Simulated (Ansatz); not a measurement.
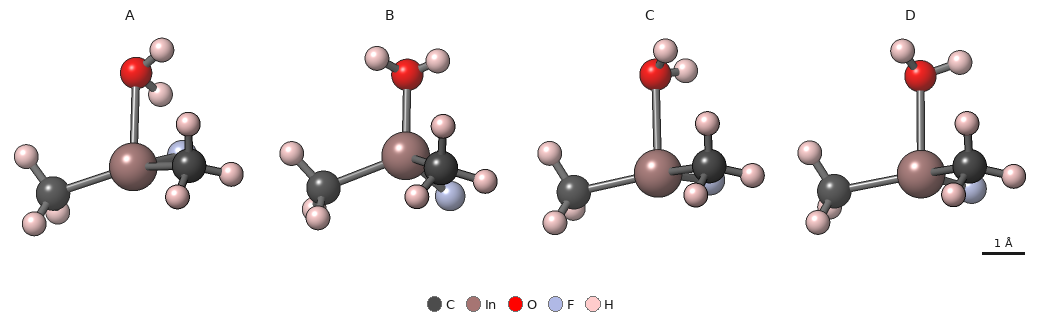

4 geometries from one relaxation of C₂H₈FInO (coarse preliminary run), in shuffled order. A ball-and-stick model, seen at a tilt.

The start comes from a force field.

Level of theory: Ansatz, RKS PBE-D4/def2-SVP. (force threshold 0.03 eV/Å; at most 200 steps)

Order the frames from highest to lowest energy.

Answer. B, D, C, A. They are steps 0, 4, 9, 16, at +203.1 kJ/mol, +42.8 kJ/mol, +26.9 kJ/mol relative to the last. An H atom moves most after the best rigid fit: 1.19 Å. Largest moves by element: H 1.19 Å, F 1.02 Å, In 0.66 Å, O 0.35 Å, C 0.35 Å. Among the contacts that change: In–O 2.016 → 2.397 Å, H–O 0.878 → 1.022 Å, F–In 1.977 → 2.097 Å, H–O 1.041 → 0.976 Å. Among the angles between lasting bonds that change: O–In–F 108.3° → 66.3°, C–In–C 107.4° → 144.3°, In–O–H 107.4° → 74.6°. Over 15 accepted moves (16 points after the start) the energy falls by 203.1 kJ/mol. The largest force component goes from 7.2 to 0.02 eV/Å. The line search rejected the trial step at point 13 of the run. The run took 43 s on 4 threads of Intel Xeon Platinum 8175M @ 2.50GHz, with other jobs on the host.
